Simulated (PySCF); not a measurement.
# BCl₂H₃NSi, doublet, SMILES `N[SiH]B(Cl)Cl`: electronic structure

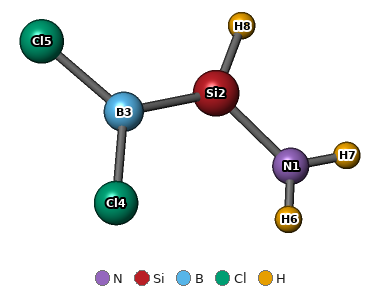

The molecule, with its atoms numbered as below. No frequency check shows the geometry to be a minimum.

Geometry (Å), atoms numbered from 1:

```
N1      -2.7020   -0.0967    0.0651
Si2     -1.2754    0.8468   -0.0243
B3       0.4272    0.0428   -0.0069
Cl4      0.5784   -1.7246   -0.0120
Cl5      1.9308    0.9738    0.0149
H6      -2.6660   -1.1020    0.0833
H7      -3.6222    0.2433   -0.1545
H8      -1.7338    2.2292   -0.0603
```

## 1. Bonding charge

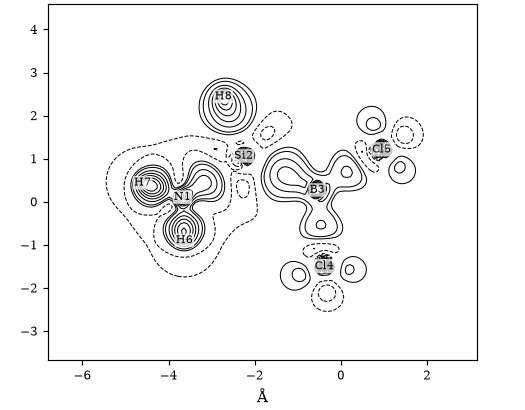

Deformation density (molecule less spherical, spin-averaged free atoms) in the molecular plane; contours at ±0.05 to ±0.8 e/Å³; solid lines: gain, dashed lines: loss.

Computed with PySCF, TPSS/6-31G*, geometry: GFN2-xTB. The stability of the open-shell solution wasn't checked. GFN2-xTB doesn't know the spin state, so this open-shell geometry is rough.

Q: How much density has each bond in this plane gained at its critical point, relative to the free atoms?

A: N1–H6: +0.71 e/Å³ at the bond critical point (bond length 1.01 Å, Mayer order 0.8). N1–H7: +0.71 e/Å³ at the bond critical point (bond length 1.00 Å, Mayer order 0.8). Si2–B3: +0.22 e/Å³ at the bond critical point (bond length 1.88 Å, Mayer order 1.3). Si2–H8: +0.20 e/Å³ at the bond critical point (bond length 1.46 Å, Mayer order 0.9). B3–Cl5: +0.16 e/Å³ at the bond critical point (bond length 1.77 Å, Mayer order 1.1). B3–Cl4: +0.15 e/Å³ at the bond critical point (bond length 1.77 Å, Mayer order 1.1). N1–Si2: +0.07 e/Å³ at the bond critical point (bond length 1.71 Å, Mayer order 1.2); up to 0.6 Å beside the axis the gain reaches +0.37 e/Å³. In all, 1.7 electrons gather in the regions of gain relative to the promolecule. A small or negative value marks a very polar bond, one between electron-rich atoms, whose free-atom densities already overlap strongly, a long bond to a heavier atom, or a closed-shell contact such as a hydrogen bond.

Q: Where do the Hirshfeld charges lie?

A: The highest Hirshfeld charge is on Si2 (+0.26 e), the lowest on N1 (−0.24 e).

```tsv
atom	charge (e)
N1	−0.24
Si2	+0.26
B3	−0.01
Cl4	−0.11
Cl5	−0.10
H6	+0.13
H7	+0.13
H8	−0.06
```

## 2. Local ionisation energy

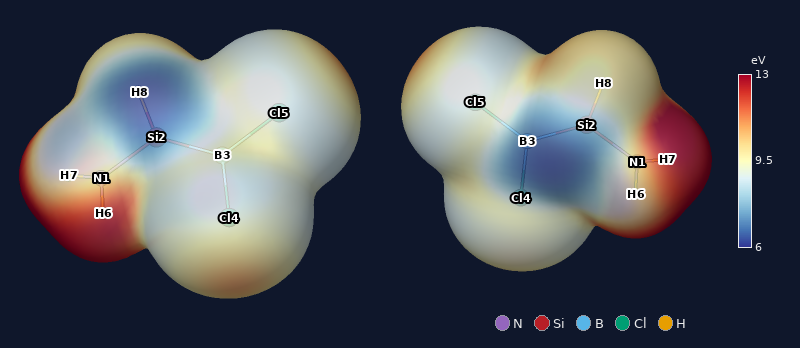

Average local ionisation energy on the surface of electron density 0.001 a.u. (back view left, front view right).

Q: Locate the minima of the map.

A: The lowest value is 6.2 eV, over Si2, off the plane of its three bonds (2.3 Å). Further minima include 8.7 eV, 2.1 Å from Cl5; 8.7 eV, 2.1 Å from Cl5; 8.9 eV, about equally far (2.1 Å) from Cl4 and H6. For comparison, the highest occupied orbital lies at −4.3 eV.

Q: What volume does the surface enclose, and what is the dipole moment?

A: About 137 Å³; the dipole moment is 4.2 D.

## 3. Spin density

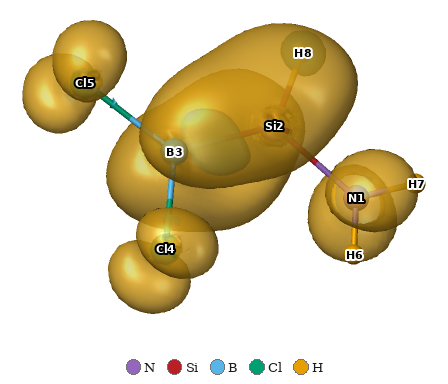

Spin density ρα − ρβ at ±0.01 e/Å³ (yellow: excess α, teal: excess β).

Q: Where is the unpaired spin?

A: Hirshfeld spin populations: Si2 +0.45, B3 +0.26, N1 +0.12, Cl5 +0.07 and Cl4 +0.07. ⟨S²⟩ = 0.75, as for a pure state. The picture also shows regions of β spin from spin polarisation; the Hirshfeld sums, whose atoms overlap, net them against the α spin of neighbours.

## 4. Removing or adding an electron

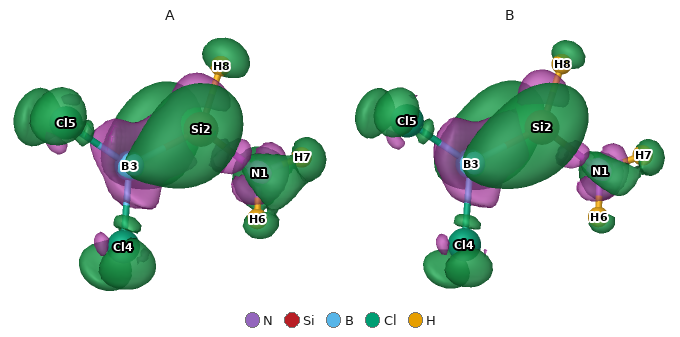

The two Fukui functions at ±0.02 e/Å³ (green positive, purple negative).

Level of theory: HF/aug-cc-pVDZ (PySCF), at a geometry from GFN2-xTB. GFN2-xTB doesn't know the spin state, so this open-shell geometry is rough.

Q: Which panel is f⁻ (electron removed) and which f⁺ (electron added)?

A: A is f⁻, B is f⁺. f⁻ (Hirshfeld-condensed) is largest on Si2 (0.36); the vertical ionisation energy is 6.73 eV (to the singlet cation, which needn't be its lowest state). f⁺ (Hirshfeld-condensed) is largest on Si2 (0.39); the vertical electron affinity is 0.01 eV (to the singlet anion, which needn't be its lowest state).

The PySCF runs shown took 40 s and 17 s on 1 thread of Arm Neoverse V1 (shared host).
